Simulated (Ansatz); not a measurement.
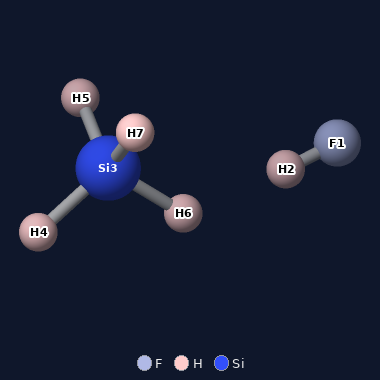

The system is the pair FH···H₄Si; the picture shows the reference structure. The turn is about an axis along (−0.14, 0.99, −0.01) in the frame of the relaxed pair, normal to the line between the partners. First axis: distance Si3···H2. Second axis: turn of F1, H2 about its own atom H2. The scan uses a 9 × 8 grid. At 2 points there is no value (left out of the scan, as a rule where atoms come close). Points are written as (first, second). Energies are in kJ/mol, from the two partners far apart, frozen as in the relaxed pair, each in its own basis (no counterpoise correction). Energies and slopes of some neighbouring points disagree (a jump in structure or state, or too coarse a mesh). Level of theory: Ansatz 0.2.0, RKS wB97X-V/def2-SVPD.

Its coordinates:

```json
{"atom": "F", "x (Å)": "-0.0763", "y (Å)": "-0.0302", "z (Å)": "-2.8369"}
{"atom": "H", "x (Å)": "0.2552", "y (Å)": "0.0223", "z (Å)": "-1.9729"}
{"atom": "Si", "x (Å)": "-0.0488", "y (Å)": "-0.0002", "z (Å)": "0.9759"}
{"atom": "H", "x (Å)": "0.8579", "y (Å)": "0.1267", "z (Å)": "2.1477"}
{"atom": "H", "x (Å)": "-0.7245", "y (Å)": "-1.3248", "z (Å)": "0.9780"}
{"atom": "H", "x (Å)": "0.7893", "y (Å)": "0.1094", "z (Å)": "-0.2615"}
{"atom": "H", "x (Å)": "-1.0528", "y (Å)": "1.0968", "z (Å)": "0.9698"}
```

Range: distance Si3···H2 from 2.490 to 4.490 Å; turn of F1, H2 about its own atom H2 from −180 to 135°.

> What landscape does the calculation give?

The lowest grid point is at (2.997 Å, 0°), −8 kJ/mol from the two partners far apart, frozen as in the relaxed pair, each in its own basis (no counterpoise correction). The highest grid point, (2.777 Å, −180°), lies 1264 kJ/mol above the lowest. At the highest point the unbonded atoms F1···H6 come to 0.70 Å, against 2.75 Å at the lowest; the sum of their van der Waals radii is about 2.7 Å.

| second ↓, first → | 2.490 | 2.599 | 2.777 | 2.997 | 3.248 | 3.526 | 3.827 | 4.149 | 4.490 |
| --- | --- | --- | --- | --- | --- | --- | --- | --- | --- |
| 135 | 897 | 742 | 528 | 322 | 167 | 72 | 25 | 6 | 0 |
| 90 | 120 | 92 | 57 | 29 | 11 | 2 | −2 | −2 | −2 |
| 45 | 13 | 6 | −1 | −5 | −5 | −5 | −4 | −3 | −2 |
| 0 | 1 | −4 | −7 | −8 | −7 | −6 | −4 | −3 | −2 |
| −45 | 14 | 6 | −1 | −5 | −5 | −4 | −3 | −2 | −2 |
| −90 | 81 | 55 | 27 | 10 | 2 | −1 | −2 | −2 | −1 |
| −135 | 549 | 402 | 240 | 122 | 52 | 18 | 5 | 0 | −1 |
| −180 | – | – | 1256 | 625 | 296 | 120 | 40 | 10 | 1 |

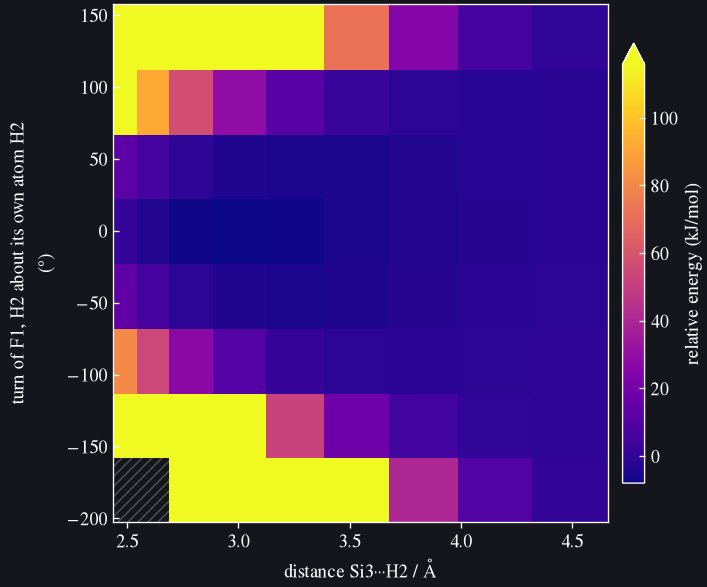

The picture shows one coloured cell a grid point, one colour for all values above the top of the scale, hatched blanks where no value was computed.

Time for the 70 points that were run: 10 min on 1 thread of Arm Neoverse V1, with other jobs on the host.
